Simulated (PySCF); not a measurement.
C4H6AlF

```
atom    x (Å)    y (Å)    z (Å)
   F   0.4768   2.2705  -0.5850
   C  -0.1633   1.1419  -0.2330
   C  -0.9701   0.8164   0.7726
   C  -1.1110  -0.5949   0.2699
   C  -0.1001  -0.2148  -0.8689
  Al   1.7389  -0.6865  -0.2248
   H  -1.3877   1.3317   1.6164
   H  -0.7455  -1.3564   0.9687
   H  -2.1036  -0.8663  -0.0809
   H  -0.5043  -0.2631  -1.8830
   H   3.0090  -0.8239  -1.0937
   H   1.8622  -0.7553   1.3157
```

Geometry: GFN2-xTB.

The calculation used PySCF, PBE0/pcSseg-1, SCF density, gas phase, non-relativistic.

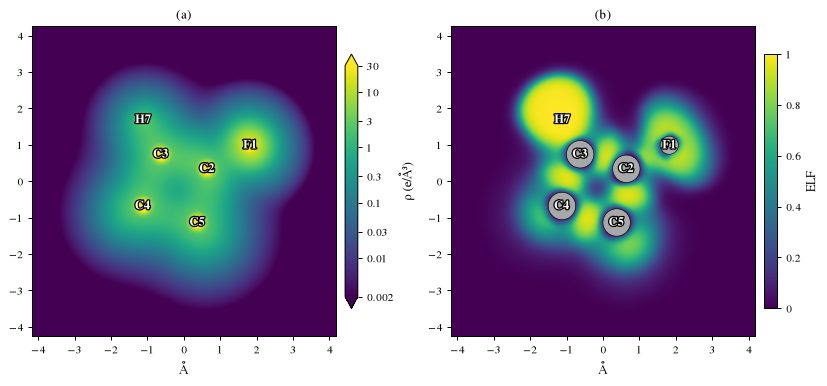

Figure 1. (a) electron density; (b) electron localisation function on the plane of atoms C2, C3 and H7. Grey discs cover the atomic cores in the ELF map.

**What does the map show?**

Atoms in the plane: F, C and H. C–C (1.33 Å): ρ at the midpoint is about 2.3 e/Å³; the ELF peaks at about 0.90 between the atoms; a short, multiple covalent bond. C–F (1.34 Å): ρ at the midpoint is about 2.3 e/Å³, with its minimum of 1.7 e/Å³ about 0.5 Å from C; the ELF peaks at about 0.85 between the atoms; a polar covalent bond. C–H (1.07 Å): ρ is about 2 e/Å³ halfway; the ELF climbs to about 1 towards the hydrogen, as it does in any bond to H; a covalent bond by its length. C–C (1.50 Å): ρ is about 1.7 e/Å³ halfway; the ELF peaks at about 0.95 between the atoms, as expected for a shared electron pair. The ELF also peaks beside F1, away from the bonds: lone-pair regions.

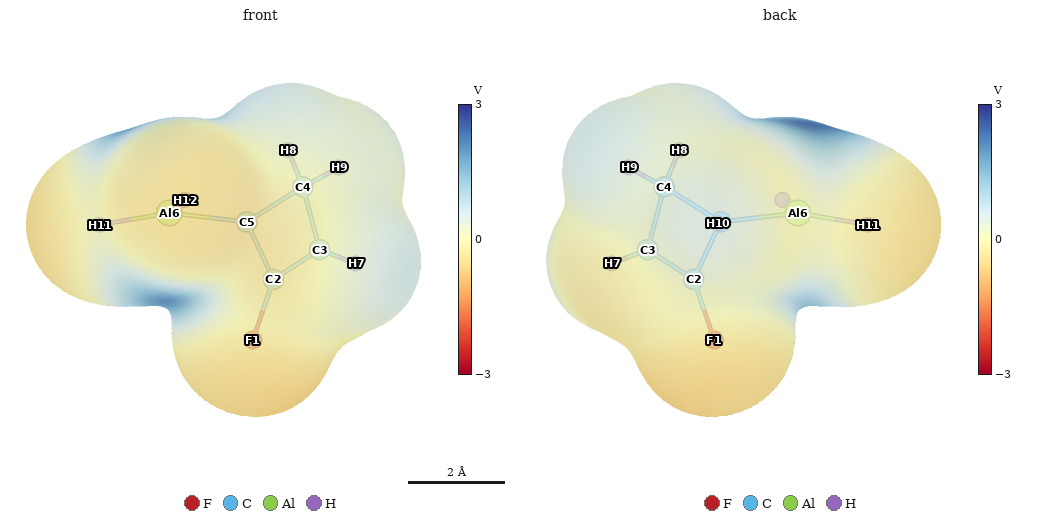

Figure 2. The molecular electrostatic potential painted on the density surface at 0.001 e/bohr³, seen from the front and from behind; the colour scale runs from red (negative) to blue (positive).

**Where is the surface potential most negative and most positive?**

The most negative region (about −0.7 V) lies over F1, the most positive (about +2.4 V) over Al6.

**What dipole moment does the calculation give?**

Its dipole moment is 1.82 D.
